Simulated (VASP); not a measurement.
# Mn3O4 (Hausmannite) with PBEsol + U: from relaxation to properties, part 2 of 6

How well does PBEsol + U reproduce what experiment finds for Mn3O4 (Hausmannite)? The cell is relaxed first, and properties follow on it. The start is a cell from a database of measured crystal structures.

VASP 6.6.1; PBEsol, DFT+U (Mn d 4 eV), spin-polarised from a ferromagnetic start; plane waves and PAW (Mn_pv, O).

So far: The starting structure; Full relaxation (PBEsol + U).

**2. Full relaxation (PBEsol + U) (continued)**

Parts of OUTCAR (step 2):

```text
ion  position               nearest neighbor table
   1  0.000  0.000  0.000-  10 2.04  11 2.04   8 2.04  13 2.04
   2  0.750  0.250  0.500-   7 2.04  12 2.04   9 2.04  14 2.04
   3  0.875  0.625  0.250-   8 1.93  14 1.93  12 1.93  10 1.93   7 2.28  11 2.28   5 2.88   5 2.88
                             6 3.12   4 3.12   4 3.12   6 3.12
   4  0.375  0.625  0.250-   7 1.93  11 1.93   9 1.93  13 1.93   8 2.28  14 2.28   6 2.88   6 2.88
                             3 3.12   5 3.12   5 3.12   3 3.12
   5  0.375  0.625  0.750-  10 1.93  12 1.93   8 1.93  14 1.93  13 2.28   9 2.28   3 2.88   3 2.88
                             6 3.12   4 3.12   6 3.12   4 3.12
   6  0.375  0.125  0.750-   9 1.93  13 1.93  11 1.93   7 1.93  12 2.28  10 2.28   4 2.88   4 2.88
                             5 3.12   5 3.12   3 3.12   3 3.12
   7  0.606  0.384  0.222-   4 1.93   6 1.93   2 2.04   3 2.28
   8  0.134  0.412  0.278-   3 1.93   5 1.93   1 2.04   4 2.28
   9  0.162  0.384  0.778-   6 1.93   4 1.93   2 2.04   5 2.28
  10  0.134  0.856  0.722-   3 1.93   5 1.93   1 2.04   6 2.28
  11  0.144  0.866  0.278-   4 1.93   6 1.93   1 2.04   3 2.28
  12  0.616  0.394  0.778-   3 1.93   5 1.93   2 2.04   6 2.28
  13  0.588  0.866  0.722-   6 1.93   4 1.93   1 2.04   5 2.28
  14  0.616  0.838  0.222-   3 1.93   5 1.93   2 2.04   4 2.28

  LATTYP: Found a body centered tetragonal cell.
 ALAT       =     5.7650000000
 C/A-ratio  =     1.6378143972

 Subroutine GETGRP returns: Found 16 space group operations
 (whereof  8 operations were pure point group operations)

The static configuration has the point symmetry D_2d.
 The point group associated with its full space group is D_4h.

 Found     40 irreducible k-points:

   k-points           NKPTS =     40   k-points in BZ     NKDIM =     40   number of bands    NBANDS=     99

   dimension x,y,z NGX =    48 NGY =   48 NGZ =   48
   dimension x,y,z NGXF=    96 NGYF=   96 NGZF=   96

   ENCUT  =  520.0 eV  38.22 Ry    6.18 a.u.  11.60 11.60 11.60*2*pi/ulx,y,z

   NELECT =     126.0000    total number of electrons

 k-points in reciprocal lattice and weights: Automatic mesh
   0.00000000  0.00000000  0.00000000       0.003
   0.14285714  0.00000000  0.00000000       0.023
   0.28571429  0.00000000 -0.00000000       0.023
   0.42857143  0.00000000 -0.00000000       0.023
   0.14285714  0.14285714  0.00000000       0.023
   0.28571429  0.14285714 -0.00000000       0.047
   0.42857143  0.14285714 -0.00000000       0.047
  -0.42857143  0.14285714  0.00000000       0.047
  -0.28571429  0.14285714  0.00000000       0.047
[...]
-0.42857143  0.42857143  0.42857143       0.012
  -0.42857143 -0.42857143  0.42857143       0.006

atom =   1  type =  1  l = 2

 onsite density matrix

spin component  1

  0.9371  0.0000  0.0000  0.0000 -0.0000
  0.0000  0.9365 -0.0000  0.0000  0.0000
  0.0000 -0.0000  0.9436 -0.0000 -0.0000
  0.0000  0.0000 -0.0000  0.9365  0.0000
 -0.0000  0.0000 -0.0000  0.0000  0.9537

spin component  2

  0.0194 -0.0000  0.0000 -0.0000  0.0000
 -0.0000  0.0651  0.0000  0.0000  0.0000
  0.0000  0.0000  0.0235 -0.0000 -0.0000
 -0.0000  0.0000 -0.0000  0.0651 -0.0000
  0.0000  0.0000 -0.0000 -0.0000  0.0567

 occupancies and eigenvectors

  o =  0.0194  v =  0.0000  0.0000  0.0000  0.0000  0.0000  1.0000  0.0000  0.0000  0.0000  0.0000      0.0000  0.0000  0.0000  0.0000  0.0000  0.0000  0.0000  0.0000  0.0000  0.0000
  o =  0.0235  v =  0.0000  0.0000  0.0000  0.0000  0.0000  0.0000  0.0000 -1.0000 -0.0000 -0.0000      0.0000  0.0000  0.0000  0.0000  0.0000  0.0000  0.0000  0.0000  0.0000  0.0000
  o =  0.0567  v =  0.0000  0.0000  0.0000  0.0000  0.0000  0.0000  0.0000 -0.0000 -0.0000  1.0000      0.0000  0.0000  0.0000  0.0000  0.0000  0.0000  0.0000  0.0000  0.0000  0.0000
  o =  0.0651  v =  0.0000  0.0000  0.0000  0.0000  0.0000  0.0000 -1.0000 -0.0000  0.0056  0.0000      0.0000  0.0000  0.0000  0.0000  0.0000  0.0000  0.0000  0.0000  0.0000  0.0000
  o =  0.0651  v =  0.0000  0.0000  0.0000  0.0000  0.0000  0.0000  0.0056  0.0000  1.0000  0.0000      0.0000  0.0000  0.0000  0.0000  0.0000  0.0000  0.0000  0.0000  0.0000  0.0000
  o =  0.9365  v =  0.0000  0.0472 -0.0000  0.9989 -0.0000  0.0000  0.0000  0.0000  0.0000  0.0000      0.0000  0.0000  0.0000  0.0000  0.0000  0.0000  0.0000  0.0000  0.0000  0.0000
  o =  0.9365  v =  0.0000 -0.9989 -0.0000  0.0472 -0.0000  0.0000  0.0000  0.0000  0.0000  0.0000      0.0000  0.0000  0.0000  0.0000  0.0000  0.0000  0.0000  0.0000  0.0000  0.0000
  o =  0.9371  v =  1.0000  0.0000  0.0000  0.0000  0.0000  0.0000  0.0000  0.0000  0.0000  0.0000      0.0000  0.0000  0.0000  0.0000  0.0000  0.0000  0.0000  0.0000  0.0000  0.0000
  o =  0.9436  v =  0.0000 -0.0000  1.0000  0.0000  0.0000  0.0000  0.0000  0.0000  0.0000  0.0000      0.0000  0.0000  0.0000  0.0000  0.0000  0.0000  0.0000  0.0000  0.0000  0.0000
  o =  0.9537  v =  0.0000 -0.0000 -0.0000  0.0000  1.0000  0.0000  0.0000  0.0000  0.0000  0.0000      0.0000  0.0000  0.0000  0.0000  0.0000  0.0000  0.0000  0.0000  0.0000  0.0000

atom =   2  type =  1  l = 2

 onsite density matrix

spin component  1

  0.9371  0.0000  0.0000  0.0000 -0.0000
  0.0000  0.9365 -0.0000  0.0000 -0.0000
  0.0000 -0.0000  0.9436 -0.0000 -0.0000
  0.0000  0.0000 -0.0000  0.9365  0.0000
 -0.0000 -0.0000 -0.0000  0.0000  0.9537

spin component  2

  0.0194 -0.0000  0.0000 -0.0000  0.0000
 -0.0000  0.0651  0.0000  0.0000  0.0000
  0.0000  0.0000  0.0235 -0.0000  0.0000
 -0.0000  0.0000 -0.0000  0.0651 -0.0000
  0.0000  0.0000  0.0000 -0.0000  0.0567

 occupancies and eigenvectors

  o =  0.0194  v =  0.0000  0.0000  0.0000  0.0000  0.0000  1.0000  0.0000  0.0000  0.0000  0.0000      0.0000  0.0000  0.0000  0.0000  0.0000  0.0000  0.0000  0.0000  0.0000  0.0000
  o =  0.0235  v =  0.0000  0.0000  0.0000  0.0000  0.0000  0.0000  0.0000  1.0000  0.0000 -0.0000      0.0000  0.0000  0.0000  0.0000  0.0000  0.0000  0.0000  0.0000  0.0000  0.0000
  o =  0.0567  v =  0.0000  0.0000  0.0000  0.0000  0.0000  0.0000  0.0000 -0.0000 -0.0000 -1.0000      0.0000  0.0000  0.0000  0.0000  0.0000  0.0000  0.0000  0.0000  0.0000  0.0000
  o =  0.0651  v =  0.0000  0.0000  0.0000  0.0000  0.0000  0.0000  0.6950 -0.0000 -0.7190  0.0000      0.0000  0.0000  0.0000  0.0000  0.0000  0.0000  0.0000  0.0000  0.0000  0.0000
  o =  0.0651  v =  0.0000  0.0000  0.0000  0.0000  0.0000  0.0000 -0.7190  0.0000 -0.6950 -0.0000      0.0000  0.0000  0.0000  0.0000  0.0000  0.0000  0.0000  0.0000  0.0000  0.0000
  o =  0.9365  v =  0.0000 -0.1230  0.0000  0.9924  0.0000  0.0000  0.0000  0.0000  0.0000  0.0000      0.0000  0.0000  0.0000  0.0000  0.0000  0.0000  0.0000  0.0000  0.0000  0.0000
[...]
o =  0.5177  v = -0.9995 -0.0324 -0.0000 -0.0000  0.0000  0.0000  0.0000  0.0000  0.0000  0.0000      0.0000  0.0000  0.0000  0.0000  0.0000  0.0000  0.0000  0.0000  0.0000  0.0000
  o =  0.9531  v =  0.0324 -0.9995 -0.0000 -0.0000  0.0000  0.0000  0.0000  0.0000  0.0000  0.0000      0.0000  0.0000  0.0000  0.0000  0.0000  0.0000  0.0000  0.0000  0.0000  0.0000
  o =  0.9546  v =  0.0000 -0.0000 -0.0731  0.9962  0.0476  0.0000  0.0000  0.0000  0.0000  0.0000      0.0000  0.0000  0.0000  0.0000  0.0000  0.0000  0.0000  0.0000  0.0000  0.0000
  o =  0.9635  v =  0.0000 -0.0000  0.1170 -0.0389  0.9924  0.0000  0.0000  0.0000  0.0000  0.0000      0.0000  0.0000  0.0000  0.0000  0.0000  0.0000  0.0000  0.0000  0.0000  0.0000
  o =  0.9801  v =  0.0000 -0.0000  0.9904  0.0781 -0.1137  0.0000  0.0000  0.0000  0.0000  0.0000      0.0000  0.0000  0.0000  0.0000  0.0000  0.0000  0.0000  0.0000  0.0000  0.0000

 average (electrostatic) potential at core
       1 -68.5466       2 -68.5466       3 -69.9595       4 -69.9595       5 -69.9595
       6 -69.9595       7 -69.9584       8 -69.9584       9 -69.9584      10 -69.9584
      11 -69.9584      12 -69.9584      13 -69.9584      14 -69.9584

 E-fermi :   5.4613

 spin component 1
 k-point     1 :       0.0000    0.0000    0.0000
  band No.  band energies     occupation
    ...
     72       4.3145      1.00000
     73       4.8250      1.00000
     74       4.8250      1.00000
     75       4.8486      1.00000
     76       5.0818      1.00000
     77       6.5692      0.00000
     78       6.5692      0.00000
     79       6.7870      0.00000
     80       6.9321      0.00000
     81       7.3677      0.00000
    ...

 k-point     2 :       0.1429    0.0000    0.0000
  band No.  band energies     occupation
    ...
     72       4.2827      1.00000
     73       4.7346      1.00000
     74       4.7570      1.00000
     75       4.8351      1.00000
     76       5.0296      1.00000
     77       6.4786      0.00000
     78       6.5259      0.00000
     79       6.7004      0.00000
     80       6.8850      0.00000
     81       7.6739      0.00000
    ...

 k-point     3 :       0.2857    0.0000   -0.0000
  band No.  band energies     occupation
    ...
     72       4.1760      1.00000
     73       4.4774      1.00000
     74       4.5841      1.00000
     75       4.7107      1.00000
     76       4.9949      1.00000
     77       6.2790      0.00000
     78       6.4155      0.00000
     79       6.4706      0.00000
     80       6.8407      0.00000
     81       8.3949      0.00000
    ...

 k-point     4 :       0.4286    0.0000   -0.0000
  band No.  band energies     occupation
    ...
     72       3.9435      1.00000
     73       4.2813      1.00000
     74       4.4207      1.00000
     75       4.5314      1.00000
     76       5.0002      1.00000
     77       6.1203      0.00000
     78       6.3037      0.00000
     79       6.3064      0.00000
     80       6.8185      0.00000
     81       9.2231      0.00000
    ...

 k-point     5 :       0.1429    0.1429    0.0000
  band No.  band energies     occupation
    ...
     72       4.1695      1.00000
     73       4.5553      1.00000
     74       4.6217      1.00000
     75       4.7833      1.00000
     76       4.9777      1.00000
     77       6.3774      0.00000
     78       6.4881      0.00000
     79       6.6499      0.00000
     80       6.7616      0.00000
     81       8.0998      0.00000
    ...

 k-point     6 :       0.2857    0.1429   -0.0000
  band No.  band energies     occupation
    ...
     72       4.0343      1.00000
     73       4.3559      1.00000
     74       4.4454      1.00000
     75       4.6549      1.00000
     76       4.9480      1.00000
     77       6.1801      0.00000
     78       6.3525      0.00000
     79       6.4259      0.00000
     80       6.6708      0.00000
     81       8.8540      0.00000
    ...

  Total       -0.0029590     -0.0029590     -0.0167819      0.0000000      0.0000000      0.0000000
  in kB       -0.0296710     -0.0296710     -0.1682775      0.0000000      0.0000000      0.0000000
  external PRESSURE =      -0.0758732 kB  Pullay stress =       0.0000000 kB

  energy-cutoff  :      520.00
  volume of cell :      159.78
      direct lattice vectors                 reciprocal lattice vectors
    -2.913170533  2.913170533  4.706900256     0.000000000  0.171634305  0.106227023
     2.913170533 -2.913170533  4.706900256     0.171634305  0.000000000  0.106227023
     2.913170533  2.913170533 -4.706900256     0.171634305  0.171634305  0.000000000

 POSITION                                       TOTAL-FORCE (eV/Angst)
 -----------------------------------------------------------------------------------
      2.91317      2.91317     -4.70690         0.000000      0.000000     -0.000000
     -0.00000      2.91317      2.35345        -0.000000      0.000000     -0.000000
     -0.00000      1.45659      5.88363        -0.000000      0.000000     -0.000000
      1.45659      0.00000      3.53018         0.000000      0.000000     -0.000000
      2.91317      1.45659      1.17673         0.000000      0.000000     -0.000000
      1.45659      2.91317     -1.17673        -0.000000      0.000000     -0.000000
     -0.00000      1.29951      3.61200        -0.000000      0.003972     -0.006650
      1.61366     -0.00000      1.25855        -0.003972      0.000000     -0.006650
      2.91317      1.61366     -1.09490         0.000000     -0.003972     -0.006650
      4.21268      0.00000      1.25855         0.003972      0.000000     -0.006650
      2.91317     -1.29951      3.44835         0.000000     -0.003972      0.006650
      1.61366      2.91317      1.09490        -0.003972      0.000000      0.006650
      2.91317      1.29951      3.44835        -0.000000      0.003972      0.006650
      1.29951      0.00000      5.80180         0.003972      0.000000      0.006650
 -----------------------------------------------------------------------------------
    total drift:                                0.000000     -0.000000      0.000000

  FREE ENERGIE OF THE ION-ELECTRON SYSTEM (eV)
  ---------------------------------------------------
  free  energy   TOTEN  =      -111.7496186253 eV

  energy  without entropy=     -111.7496186253  energy(sigma->0) =     -111.74961863

 reached required accuracy - stopping structural energy minimisation

 total charge
# of ion       s       p       d       tot
------------------------------------------
    1        0.235   6.224   4.916  11.375
    2        0.235   6.224   4.916  11.375
    3        0.298   6.332   4.838  11.467
    4        0.298   6.332   4.838  11.467
    5        0.298   6.332   4.838  11.467
    6        0.298   6.332   4.838  11.467
    7        1.555   3.461   0.000   5.015
    8        1.555   3.461   0.000   5.015
    9        1.555   3.461   0.000   5.015
   10        1.555   3.461   0.000   5.015
   11        1.555   3.461   0.000   5.015
   12        1.555   3.461   0.000   5.015
   13        1.555   3.461   0.000   5.015
   14        1.555   3.461   0.000   5.015
--------------------------------------------------
tot         14.100  65.460  29.184 108.743

 magnetization (x)
# of ion       s       p       d       tot
------------------------------------------
    1        0.035   0.055   4.468   4.558
    2        0.035   0.055   4.468   4.558
    3        0.039   0.036   3.868   3.944
    4        0.039   0.036   3.868   3.944
    5        0.039   0.036   3.868   3.944
    6        0.039   0.036   3.868   3.944
    7        0.007  -0.002   0.000   0.006
    8        0.007  -0.002   0.000   0.006
    9        0.007  -0.002   0.000   0.006
   10        0.007  -0.002   0.000   0.006
   11        0.007  -0.002   0.000   0.006
   12        0.007  -0.002   0.000   0.006
   13        0.007  -0.002   0.000   0.006
   14        0.007  -0.002   0.000   0.006
--------------------------------------------------
tot          0.286   0.241  24.410  24.937

[... 6 further parts left out ...]
```

CONTCAR:

```
Mn3O4
   1.00000000000000
    -2.9131705325462542    2.9131705325462542    4.7069002558787529
     2.9131705325462542   -2.9131705325462542    4.7069002558787529
     2.9131705325462542    2.9131705325462542   -4.7069002558787529
  Mn              O
     6     8
Direct
     0.0000000000000000    0.0000000000000000    1.0000000000000000
     0.7500000000000000    0.2500000000000000    0.5000000000000000
     0.8750000000000000    0.6250000000000000    0.2500000000000000
     0.3750000000000000    0.6250000000000000    0.2500000000000000
     0.3750000000000000    0.6250000000000000    0.7500000000000000
     0.3750000000000000    0.1250000000000000    0.7500000000000000
     0.6067320998844656    0.3836921714535169    0.2230399284309487
     0.1336921714535169    0.4106522430225753    0.2769600715690513
     0.1606522430225753    0.3836921714535169    0.7769600715690512
     0.1336921714535169    0.8567320998844656    0.7230399284309488
     0.1432679001155344    0.8663078285464830    0.2769600715690513
     0.6163078285464830    0.3932679001155344    0.7769600715690512
     0.5893477569774248    0.8663078285464830    0.7230399284309488
     0.6163078285464830    0.8393477569774248    0.2230399284309487
```

The magnetic state follows from one typed start and may not be the lowest. The gap is read on the k-mesh alone, so it is an upper bound where the band edges lie off the mesh. The PAW data sets were made with PBE, which is usual practice but a small mismatch for other functionals. The run keeps the 16 symmetry operations of its start, so it cannot find a distortion of lower symmetry.

Relaxation path:

```csv
step,energy less that of the first step (eV),largest force (eV/Å),pressure (GPa),volume (Å³)
1,0.0000,0.3323,4.09,156.90
2,0.0027,0.3080,-4.10,163.48
3,-0.0578,0.0082,-0.18,160.08
4,-0.0578,0.0055,-0.10,160.02
5,-0.0587,0.0065,-0.01,159.85
6,-0.0590,0.0111,0.05,159.74
7,-0.0591,0.0219,0.18,159.51
8,-0.0592,0.0172,0.13,159.61
9,-0.0593,0.0184,-0.07,159.80
10,-0.0593,0.0180,-0.09,159.80
11,-0.0595,0.0154,-0.02,159.78
12,-0.0595,0.0177,0.01,159.77
13,-0.0596,0.0077,-0.01,159.78
```

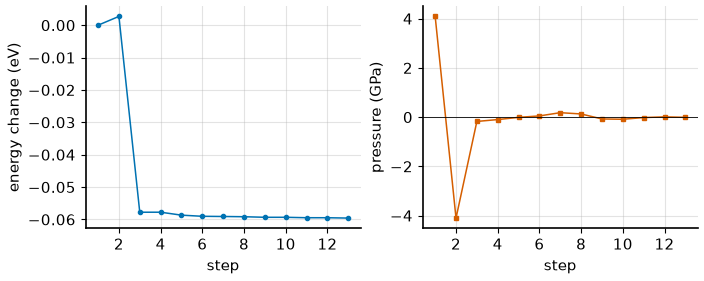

Energy and pressure along the relaxation.

```csv
"conventional cell, symmetrised",before,after,change
a (Å),5.765,5.826,+1.1 %
b (Å),5.765,5.826,+1.1 %
c (Å),9.442,9.414,-0.3 %
volume (Å³/atom),11.21,11.41,+1.8 %
```

The relaxed structure:

```cif
data_structure
_symmetry_space_group_name_H-M 'P 1'
_symmetry_Int_Tables_number 1
_cell_length_a 6.2552
_cell_length_b 6.2552
_cell_length_c 6.2552
_cell_angle_alpha 124.487
_cell_angle_beta 124.487
_cell_angle_gamma 82.390
_cell_volume 159.78
loop_
_atom_site_label
_atom_site_type_symbol
_atom_site_fract_x
_atom_site_fract_y
_atom_site_fract_z
_atom_site_occupancy
Mn1 Mn 0.00000 0.00000 0.00000 1
Mn2 Mn 0.75000 0.25000 0.50000 1
Mn3 Mn 0.87500 0.62500 0.25000 1
Mn4 Mn 0.37500 0.62500 0.25000 1
Mn5 Mn 0.37500 0.62500 0.75000 1
Mn6 Mn 0.37500 0.12500 0.75000 1
O7 O 0.60673 0.38369 0.22304 1
O8 O 0.13369 0.41065 0.27696 1
O9 O 0.16065 0.38369 0.77696 1
O10 O 0.13369 0.85673 0.72304 1
O11 O 0.14327 0.86631 0.27696 1
O12 O 0.61631 0.39327 0.77696 1
O13 O 0.58935 0.86631 0.72304 1
O14 O 0.61631 0.83935 0.22304 1
```

Numbers from this step:

| Item | Value |
| --- | --- |
| electrons | 126 |
| bands | 99 |
| irreducible k-points | 40 |
| symmetry operations | 16 |
| free energy (TOTEN) | -111.7496 eV |
| Fermi energy | 5.461 eV |
| pressure | -0.007587 GPa |
| moment of the cell, from the last line of the log | 26 μB |
| metallic | no |
| valence top at k | 0, 0, 0 |
| conduction bottom at k | 0.2857, 0.2857, 0.1429 |
| least direct gap at k | 0.2857, 0.1429, 0.1429 |
| SCF cycles over all ionic steps | 99 |
| gap on the k-mesh | 0.6606 eV |
| least direct gap on the k-mesh | 0.9287 eV |

Spin moment in the PAW sphere by atom:

```csv
atom,spin moment in the PAW sphere (μB)
Mn1,4.56
Mn2,4.56
Mn3,3.94
Mn4,3.94
Mn5,3.94
Mn6,3.94
O7,0.01
O8,0.01
O9,0.01
O10,0.01
O11,0.01
O12,0.01
O13,0.01
O14,0.01
```

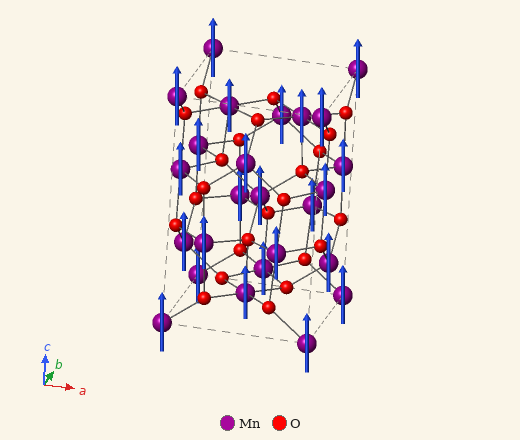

Spin moment in the PAW sphere as arrows, the longest 4.56 μB. Up and down stand for the sign. Arrows give size and sign along the axis of quantisation, drawn up and down the page. Some periodic images of atoms are drawn too.

It ends with a largest force of 0.008 eV/Å and a pressure of -0.01 GPa. The volume lies +1.8 % from that of the database's start.

[end of part 2 of 6]

[Lines on the potential files, build, host, timing and source positions are cut from VASP's logs without a mark.]

[Logs are printed without paths, hosts, clocks, repeated set-up lines and the standing remarks that a program may print on its own settings, such as how far it seeks lower states.]

[Hosts, paths, dates, database ids (printed as entryN), source tags and the programs' standing remarks are cut or masked in the printed files.]

[A measured line is paired with the nearest computed mode of its activity, which favours agreement.]
